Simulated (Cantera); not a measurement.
A closed system holds: 1 mol Fe, 0.014 mol CO2, 5.2 mol CO, at 75.0 Torr.

Method: chemical equilibrium by Gibbs-energy minimisation in Cantera with the NASA 1993 tables (ideal gas, pure condensed phases). Candidate condensed phases: C, Fe, Fe(CO)5, FeO, Fe2O3, Fe3O4; 15 gas species. The numbers say what is thermodynamically allowed, not how fast it happens.

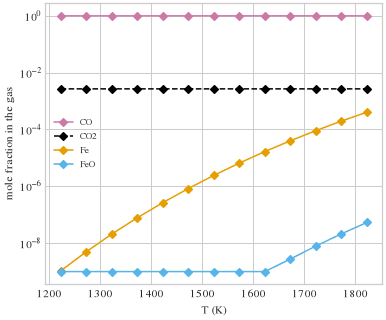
Figure. Equilibrium gas composition (values under 1e-9 drawn at 1e-9)

From 1223 K to 1623 K the condensed part is Fe(γ). From 1673 K to 1773 K the condensed part is Fe(δ). At 1823 K the condensed part is Fe(l).
